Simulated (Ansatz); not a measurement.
**AlH2PSiSn: density, localisation and related maps**

```xyz
6

Al   -0.2669    0.1013    0.9860
P     1.4469    0.6380   -0.6370
Si   -0.6303    0.1916   -1.4697
Sn    1.2888    0.7782   -3.0921
H    -0.7876    1.3703    1.7866
H    -0.1205   -1.3614    1.5875
```

Geometry: PBE0-D3(BJ)/def2-SVP; core potentials replace the inner electrons of Sn.

Theory: isolated molecule in a Gaussian basis; Kohn-Sham density functional theory, functional PBE0 in Ansatz.

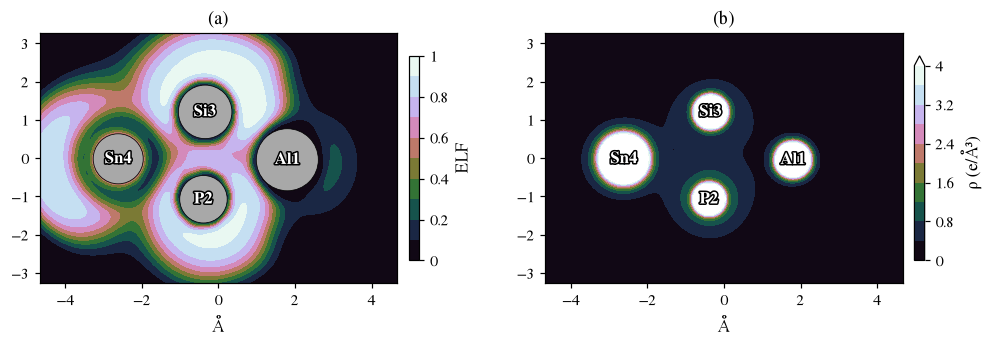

Figure 1. (a) electron localisation function; (b) electron density on the plane of atoms Al1, P2 and Si3. Grey discs cover the atomic cores in the ELF map.

Q: What does the map show?

A: The section cuts through Al, P, Si and Sn sites. Si–P (2.28 Å): ρ is about 0.6 e/Å³ halfway; the ELF peaks at about 0.75 between the atoms: a covalent bond. Al–P (2.42 Å): the density is about 0.43 e/Å³ at the midpoint; the ELF peaks at about 0.85 in the valence shell of P, 1.0 Å from its nucleus, and is about 0.80 at the midpoint. Sn–P (2.46 Å): ρ at the midpoint is about 0.49 e/Å³; the ELF peaks at about 0.75 in the valence shell of P, 1.0 Å from its nucleus, and drops to about 0.20 between the two atoms. Al–Si (2.48 Å): ρ is about 0.39 e/Å³ halfway; the ELF peaks at about 0.85 in the valence shell of Si, 1.1 Å from its nucleus, and is about 0.85 at the midpoint. Si–Sn (2.58 Å): ρ at the midpoint is about 0.42 e/Å³; the ELF peaks at about 0.70 in the valence shell of Si, 1.1 Å from its nucleus, and drops to about 0.20 between the two atoms. The ELF also peaks beside P2, away from the bonds: lone-pair regions.

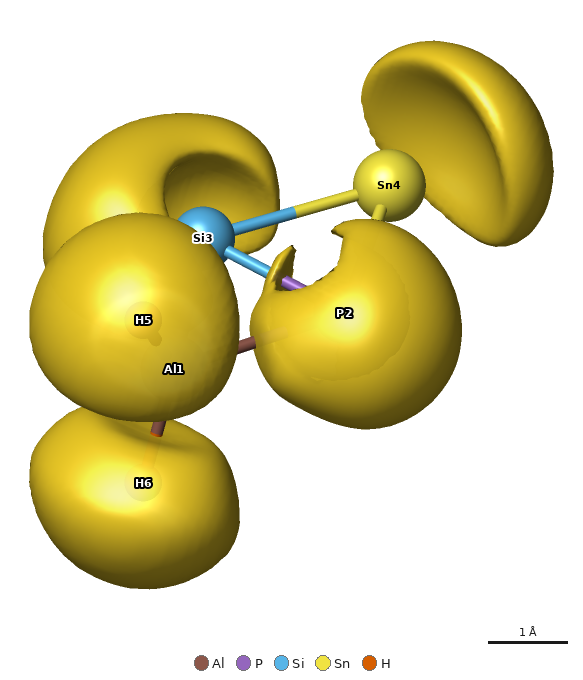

Figure 2. Isosurface of the electron localisation function at 0.75 (yellow), seen at an oblique angle. Only the valence region is drawn (cores and ρ < 0.01 e/Å³ removed).

Q: Describe the localisation domains.

A: The ELF exceeds this value in two regions around hydrogen nuclei, one region on P in which the atom's valence shell and bonds are merged, one region on Si in which the atom's valence shell and bonds are merged and one lobe on Sn, pointing away from the bonds (lone pairs).

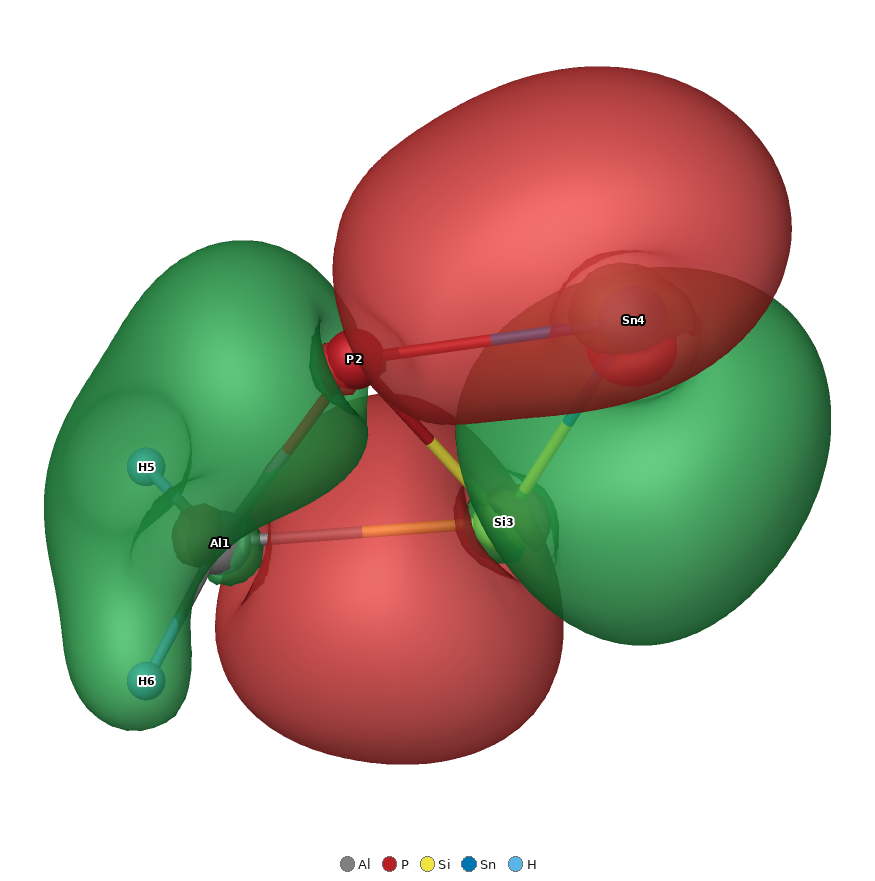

Figure 3. The HOMO at ±0.05 Å⁻³ᐟ² (green and red are the two phases), seen at an oblique angle.

Q: Describe this orbital and give its energy.

A: Its weight (Hirshfeld) is mainly on Si3 (about 35 %), Sn4 (about 35 %), Al1 (about 15 %) and P2 (about 15 %). Its energy is −6.48 eV.
